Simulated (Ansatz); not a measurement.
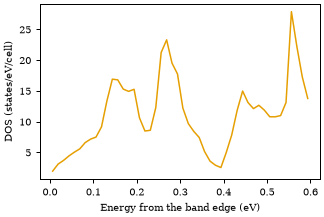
Fig. 1. Density of states of CsS₃ (P-1) below the valence band maximum, PBEsol, rigid bands (Ansatz, a program for electronic structure); cell volume 481.9 Å³.

Task: What effective density of states at 300 K does this give (∫ g(E) exp(−E/k_BT) dE, both spins, divided by the cell's size)?

Result: 1.8e20 cm⁻³, a density-of-states mass of 3.7 mₑ, valleys and band degeneracy included.

Spin-orbit coupling is left out; where it splits the top of the valence band, N_v and the p-type Seebeck coefficient come out somewhat high without it. Geometry: cell and atoms relaxed with PBEsol.

Formula and space group known from diffraction (Crystallography Open Database), not checked to be the room-temperature form: CsS3 (P-1).
